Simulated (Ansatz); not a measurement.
# SF (Monosulfur monofluoride) at 6 levels

We compute a comparison of 6 runs (UHF/STO-3G, UBLYP/cc-pVTZ, UCAM-B3LYP/cc-pVTZ, RPA@PBE0/cc-pVTZ, UBCCD(T)/cc-pVTZ, UCCSD/cc-pVTZ) of SF (Monosulfur monofluoride). 

The calculation is run with Ansatz 0.2.0.

40 further runs of the same task are left out: 4 that didn't finish, 36 set aside as unsound or not needed.

**1. The system as given**

SF has 2 atoms, charge 0, and is taken as a doublet. As SMILES, `F[S]`. The F1–S2 distance was set to 3.507 Å, away from the relaxed value.

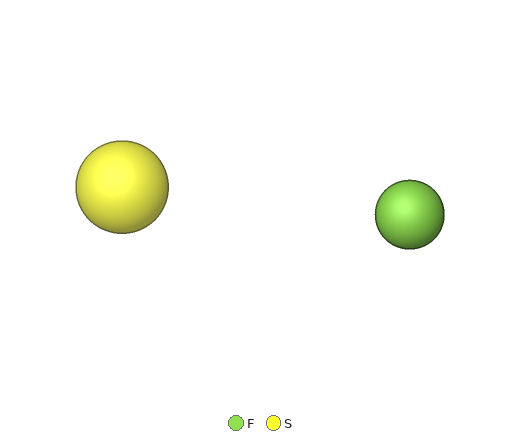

Viewed from a chosen angle; fluorine green, sulfur yellow.

**2. A single-point energy at UHF/STO-3G (run 1)**

run.yaml reads:

```yaml
crystal:
  periodic: [false, false, false]
  atoms:
    - {symbol: F, position_ang: [-0.000000, -0.000000, -1.896990]}
    - {symbol: S, position_ang: [0.000000, 0.000000, 1.610410]}
basis:
  gaussian: {orbitals: STO-3G}
magnetization: {spin_polarized: true, initial_magnetization: 1}
hamiltonian: {xc: hf}
accuracy: high
output: {orbitals: {seedname: orbitals}}
```

Command:

```sh
$ ansatz run run.yaml --threads 1 --pin off --max-ram 3480MiB --events-out events.jsonl --progress --plain --runs-dir runs
```

Output:

```text
Warning: RAYON_NUM_THREADS=1 ignored (pool sized by the plan → 1); use --threads N
Functional definition: HF
  name "HF"
  exchange = exact_x
  correlation = 0
202 factors; integrals over basis functions are off by at most 5.4e-9 eV
mean field evaluation 1: about -13348.7750 eV, gradient 1.6e0 eV
mean field evaluation 2: about -13348.7765 eV, gradient 1.6e0 eV
mean field evaluation 4: about -13348.5556 eV, gradient 5.2e0 eV
mean field evaluation 8: about -13361.3187 eV, gradient 3.3e-1 eV
mean field evaluation 16: about -13361.6192 eV, gradient 1.9e0 eV
mean field evaluation 32: about -13362.8972 eV, gradient 1.6e0 eV
mean field evaluation 64: about -13363.9728 eV, gradient 6.8e-3 eV
mean field evaluation 96: about -13363.0786 eV, gradient 1.1e-1 eV
mean field evaluation 128: about -13363.9637 eV, gradient 2.6e-3 eV
mean field evaluation 160: about -13363.9628 eV, gradient 1.1e-2 eV
mean field -13363.97489333 eV, -491.1170189023 hartree, gradient 6.9e-9 eV, S^2 1.750000; 11 other end points of the search recorded, 0 dependent functions left out
reference -13363.97489333 eV, -491.1170189023 hartree; 13, 12 occupied and 1, 2 virtual orbitals, 202 factors
Total energy: -13363.97489333 eV, -491.1170189023 hartree
```

It took 0.32 s on 1 thread of Arm Neoverse V1, shared host.

**3. A single-point energy at UBLYP/cc-pVTZ (run 2)**

molecule.yaml reads:

```yaml
crystal:
  periodic: [false, false, false]
  atoms:
    - {symbol: F, position_ang: [-0.000000, -0.000000, -1.896990]}
    - {symbol: S, position_ang: [0.000000, 0.000000, 1.610410]}
basis:
  gaussian:
    orbitals: cc-pVTZ
accuracy: high
magnetization:
  spin_polarized: true
  initial_magnetization: 1
hamiltonian:
  xc: {name: BLYP}
output:
  orbitals: {seedname: orbitals}
```

Command:

```sh
$ ansatz run molecule.yaml --threads 1 --pin off --max-ram 3480MiB --events-out events.jsonl --progress --plain --runs-dir runs
```

Output:

```text
Warning: RAYON_NUM_THREADS=1 ignored (pool sized by the plan → 1); use --threads N
Functional definition: BLYP
  name "BLYP"
  parameter beta = 0.0042
  parameter a = 0.04918
  parameter b = 0.132
  parameter c = 0.2533
  parameter d = 0.349
  exchange = b88_x(beta = beta)
  correlation = lyp_c(a = a, b = b, c = c, d = d)
722 factors; integrals over basis functions are off by at most 2.8e-9 eV
mean field evaluation 1: about -13537.1776 eV, gradient 4.2e1 eV
mean field evaluation 2: about -13135.9217 eV, gradient 1.4e2 eV
mean field evaluation 4: about -13478.3847 eV, gradient 7.7e1 eV
mean field evaluation 8: about -13539.1879 eV, gradient 3.8e1 eV
mean field evaluation 16: about -13547.9237 eV, gradient 9.2e-1 eV
mean field evaluation 32: about -13547.9836 eV, gradient 6.6e-3 eV
mean field evaluation 64: about -13547.9533 eV, gradient 3.4e-1 eV
mean field evaluation 96: about -13547.9186 eV, gradient 7.2e-1 eV
mean field evaluation 128: about -13547.1301 eV, gradient 1.1e1 eV
mean field evaluation 160: about -13547.9529 eV, gradient 3.2e-1 eV
mean field evaluation 192: about -13548.2438 eV, gradient 2.6e-2 eV
mean field evaluation 224: about -13548.2427 eV, gradient 8.5e-2 eV
mean field evaluation 256: about -13547.9779 eV, gradient 1.4e0 eV
mean field evaluation 288: about -13547.9259 eV, gradient 4.5e-1 eV
mean field evaluation 320: about -13547.9141 eV, gradient 5.3e-1 eV
mean field evaluation 352: about -13548.0399 eV, gradient 3.5e0 eV
mean field evaluation 384: about -13547.4711 eV, gradient 8.0e0 eV
mean field evaluation 416: about -13534.8891 eV, gradient 3.9e1 eV
mean field evaluation 448: about -13544.5405 eV, gradient 1.0e1 eV
mean field evaluation 480: about -13547.5870 eV, gradient 6.8e0 eV
mean field -13548.24419985 eV, -497.8887910148 hartree, gradient 1.0e-8 eV, S^2 1.754573; 31 other end points of the search recorded, 0 dependent functions left out
reference -13548.24423472 eV, -497.8887922962 hartree; 13, 12 occupied and 51, 52 virtual orbitals, 722 factors
Total energy: -13548.24423472 eV, -497.8887922962 hartree
```

It took 63 s on 1 thread of Arm Neoverse V1, shared host; peak memory 0.13 GiB.

Runs 3 to 5 aren't shown in full; the table further down has their settings and results.

**4. A single-point energy at UCCSD/cc-pVTZ (run 6)**

run.yaml reads:

```yaml
crystal:
  periodic: [false, false, false]
  atoms:
    - symbol: F
      position_ang: [-0.000000, -0.000000, -1.896990]
    - symbol: S
      position_ang: [0.000000, 0.000000, 1.610410]
basis:
  gaussian: {orbitals: cc-pVTZ}
magnetization: {spin_polarized: true, initial_magnetization: 1}
correlation: {method: ccsd, frozen_orbitals: {F: 1, S: 5}}
accuracy: high
scf: {omitted_lower_state_checks: [cluster_reference, increment]}
```

Command:

```sh
$ ansatz run run.yaml --threads 1 --pin off --max-ram 3480MiB --events-out events.jsonl --progress --plain --runs-dir runs
```

Output:

```text
Warning: RAYON_NUM_THREADS=1 ignored (pool sized by the plan → 1); use --threads N
[... 33 lines left out ...]
6 core orbitals not correlated: weight in the atoms' cores, before any rotation towards them, 1.000 or more for the frozen orbitals, at most 0.000 for the correlated occupied ones
[... 33 lines left out ...]
Total energy: -13531.30388023 eV, -497.2662457514 hartree
Checks for a lower state left out: cluster_reference, increment
```

It took 20 s on 1 thread of Arm Neoverse V1, shared host; peak memory 0.25 GiB.

**5. Overview of the runs**

| run | level | frozen core orbitals | energy (Eh) | ⟨S²⟩ | wall time |
| --- | --- | --- | --- | --- | --- |
| 1 | UHF/STO-3G | – | -491.117019 | 1.750 | 0.32 s |
| 2 | UBLYP/cc-pVTZ | – | -497.888792 | 1.755 | 63 s |
| 3 | UCAM-B3LYP/cc-pVTZ | – | -497.874830 | 1.755 | 22 s |
| 4 | RPA@PBE0/cc-pVTZ | 6 | -497.416093 | 1.757 | 27 s |
| 5 | UBCCD(T)/cc-pVTZ | 6 | -497.274527 | 1.765 | 21 s |
| 6 | UCCSD/cc-pVTZ | 6 | -497.266246 | 1.765 | 20 s |

**6. Outcome**

```
                                          quantity          value
                               run 6: total energy  -497.26625 Eh
run 6: correlation energy (6 core orbitals frozen)     -351.2 mEh
          run 6: ⟨S²⟩ of the reference determinant          1.765
                              run 6: T1 diagnostic          0.008
```

Totals of different functionals can't be ranked against each other. In run 1 the basis is minimal, so the values are rough. Spin contamination of the reference: run 5 ⟨S²⟩ = 1.76, run 6 ⟨S²⟩ = 1.76, run 4 ⟨S²⟩ = 1.76, run 3 ⟨S²⟩ = 1.76, run 2 ⟨S²⟩ = 1.75, run 1 ⟨S²⟩ = 1.75. Where it is this large, the reference is a mixture of spin states, and values that rest on it are in doubt. All runs together took 2.6 min, the longest 63 s.
